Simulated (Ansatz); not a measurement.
# Frequency calculation, with input and output: CH₅GaO

- system: CH₅GaO
- method: RHF/def2-SVP (Ansatz 0.2.0)

It belongs to a series of runs on one base structure; here: vibrations at the highest image of the band. Figures and captions count atoms from 1; the log counts them from 0 in places.

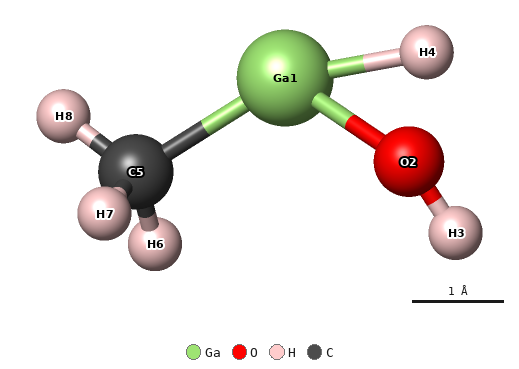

Figure 1. The structure as given in the input (ball-and-stick view, seen at a tilt; atoms are numbered from 1 in the order of the input). Sticks mark near contacts.

### Summary

- outcome: converged
- total energy: −55469.0603 eV
- mean-field energy: −55469.0603 eV
- largest force (length of the vector): 0.021 eV/Å
- hardware: 1 thread of Arm Neoverse V1, 24 GiB of memory available, shared host
- wall time: 62 s
- peak memory: 0.15 GiB

### Input
```yaml
crystal:
  periodic: [false, false, false]
  atoms:
    - { symbol: Ga, position_ang: [0.30525, -0.011346, -0.556353] }
    - { symbol: O, position_ang: [0.733474, 0.147646, 1.372461] }
    - { symbol: H, position_ang: [0.54032, -0.3789, 2.141377] }
    - { symbol: H, position_ang: [1.661686, -0.142759, 0.387595] }
    - { symbol: C, position_ang: [-1.629808, 0.023691, -1.007993] }
    - { symbol: H, position_ang: [-2.100625, -0.91259, -0.692593] }
    - { symbol: H, position_ang: [-2.118268, 0.84089, -0.469808] }
    - { symbol: H, position_ang: [-1.808429, 0.151965, -2.076984] }
basis:
  gaussian: { orbitals: def2-SVP }
hamiltonian:
  xc: hf
phonons: {}
```

Run as:
```bash
ansatz run input.yaml --threads 1 --pin off --max-ram 2048MiB --backend cpu --events-out ev --progress --plain --runs-dir out
```

### What the program printed
```
Engine: ansatz 0.2.0, aarch64-unknown-linux-gnu
Functional definition: HF
  exchange = exact_x
  correlation = 0
915 factors; integrals over basis functions are off by at most 3.5e-4 eV
mean field evaluation 1: about -55465.2285 eV, gradient 4.1e1 eV
mean field evaluation 2: about -55465.2616 eV, gradient 4.1e1 eV
mean field evaluation 4: about -55468.9972 eV, gradient 3.8e0 eV
mean field evaluation 8: about -55469.0602 eV, gradient 9.8e-2 eV
mean field -55469.06027091 eV, -2038.4503666763 hartree, gradient 1.7e-5 eV, S^2 0.000000; 0 other end points of the search recorded, 0 dependent functions left out
the calculation of the forces begins
reference -55469.06027091 eV, -2038.4503666763 hartree; 25, 25 occupied and 60, 60 virtual orbitals, 915 factors
these checks for a lower state are left out or cut short: stability, starts, cluster_reference, orbital_swaps, neighbouring_geometries, increment
915 factors; integrals over basis functions are off by at most 3.5e-4 eV
mean field evaluation 16: about -55469.0602 eV, gradient 1.1e-4 eV
mean field -55469.06019237 eV, -2038.4503637903 hartree, gradient 1.9e-6 eV, S^2 0.000000; 0 other end points of the search recorded, 0 dependent functions left out
[... from here on the field's lines of each further geometry are left out, up to the last ...]
the calculation of the forces begins
reference -55469.06015415 eV, -2038.4503623855 hartree; 25, 25 occupied and 60, 60 virtual orbitals, 915 factors
these checks for a lower state are left out or cut short: stability, starts, cluster_reference, orbital_swaps, neighbouring_geometries, increment
915 factors; integrals over basis functions are off by at most 3.5e-4 eV
mean field -55469.06016908 eV, -2038.4503629344 hartree, gradient 2.8e-6 eV, S^2 0.000000; 0 other end points of the search recorded, 0 dependent functions left out
the calculation of the forces begins
reference -55469.06016908 eV, -2038.4503629344 hartree; 25, 25 occupied and 60, 60 virtual orbitals, 915 factors
WARN: phonons: modes at or below zero, which the zero-point energy, F, S and C_V leave out: 1, the lowest at -1936.54 cm⁻¹. A minimum has none, and a first-order saddle one
Total energy: -55469.06027091 eV, -2038.4503666763 hartree
Atom 0 at     0.305250    -0.011346    -0.556353 Å, force    -0.002823     0.005133     0.003930 eV/Å
Atom 1 at     0.733474     0.147646     1.372461 Å, force     0.007589    -0.019474    -0.002825 eV/Å
Atom 2 at     0.540320    -0.378900     2.141377 Å, force    -0.008494     0.010768     0.007696 eV/Å
Atom 3 at     1.661686    -0.142759     0.387595 Å, force     0.003397     0.005803    -0.007733 eV/Å
Atom 4 at    -1.629808     0.023691    -1.007993 Å, force     0.000471     0.003962     0.004762 eV/Å
Atom 5 at    -2.100625    -0.912590    -0.692593 Å, force    -0.003355    -0.003404    -0.001020 eV/Å
Atom 6 at    -2.118268     0.840890    -0.469808 Å, force     0.002399    -0.002009    -0.002021 eV/Å
Atom 7 at    -1.808429     0.151965    -2.076984 Å, force     0.000816    -0.000777    -0.002788 eV/Å
Dipole moment:    -0.291284    -0.234635    -0.035254 e Å
Vibrations: -1936.54 44.36 164.81 297.52 409.53 476.18 570.93 653.89 758.54 831.12 1330.86 1543.05 1548.56 1842.37 3155.61 3245.33 3268.72 4075.59 cm⁻¹, zero-point energy 1.501260 eV
```

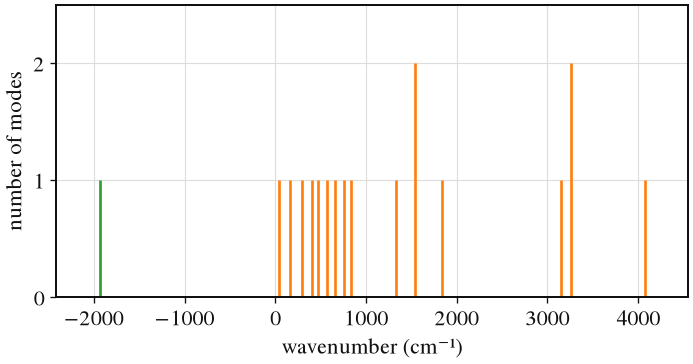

Figure 2. Harmonic vibrational wavenumbers from the force constants; neighbouring modes closer than 27 cm⁻¹ are counted in one stick, and imaginary ones are drawn at negative wavenumbers. 18 modes from 1937i to 4076 cm⁻¹, 1 imaginary beyond 8i (1937i cm⁻¹): a first-order saddle point, if the geometry is stationary.
